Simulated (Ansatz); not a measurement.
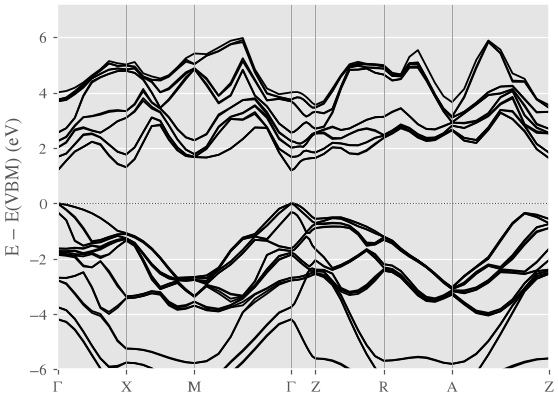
Band structure from r²SCAN with spin–orbit coupling in the plane-wave PAW code Ansatz

Q: Read off the gap and where the band edges lie.

A: About 1.2 eV (1.19 eV by a search for the band edges); maximum at Γ, minimum at Γ.

The material is AlGa3As4 in space group P-4m2 (No. 115; Pearson symbol tP8).

The start of the workflow was typed in or built on a structure type; neither database checked (COD, Materials Project) lists it. Whether it is the stable phase at ambient conditions was not checked. The cell was relaxed with r²SCAN under the symmetry of its start; whether a distortion lowers the energy is not shown.

Potentials: the earlier of the program's two PAW sets.
